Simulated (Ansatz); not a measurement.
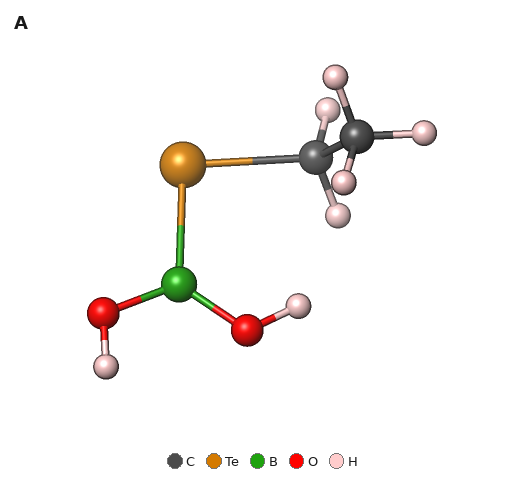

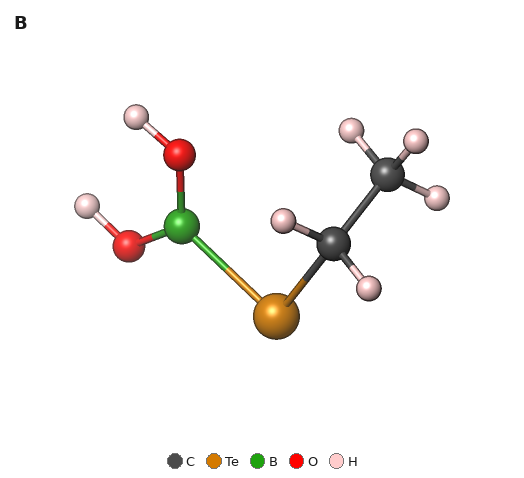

2 stationary structures of one formula. Geometries: PBE0-D4/def2-TZVP. Electronic energies: CCSD(T)/CBS (MP2 limit from def2-TZVPP and def2-QZVPP plus CCSD(T) − MP2) (Ansatz 0.2.0), without zero-point energy. No frequency run is at hand to confirm each as a minimum.

How are they related?

Answer. They are conformers of C2H7BO2Te: `CC[Te]B(O)O`.

Which is lowest in energy, and by how much?

Answer. A is lowest; B lies 11.0 kJ/mol above it.

Give E(B) − E(A) in kJ/mol at these levels too: r2SCAN-D4/def2-TZVPP; PBE0-D4/def2-TZVPP; B2PLYP (frozen core)/def2-TZVPP; ωB97M-V/def2-TZVPP; PBE-D4/def2-TZVPP; B3LYP-D4/def2-TZVPP; CCSD(T)/CBS (MP2 limit from def2-TZVPP and def2-QZVPP plus CCSD(T) − MP2); RHF-CCSD(T) (frozen core)/def2-TZVPP.

| level | E(B) − E(A) (kJ/mol) |
| --- | --- |
| r2SCAN-D4/def2-TZVPP | +12.9 |
| PBE0-D4/def2-TZVPP | +12.1 |
| B2PLYP (frozen core)/def2-TZVPP | +10.8 |
| ωB97M-V/def2-TZVPP | +11.8 |
| PBE-D4/def2-TZVPP | +12.1 |
| B3LYP-D4/def2-TZVPP | +10.9 |
| CCSD(T)/CBS (MP2 limit from def2-TZVPP and def2-QZVPP plus CCSD(T) − MP2) | +11.0 |
| RHF-CCSD(T) (frozen core)/def2-TZVPP | +11.7 |
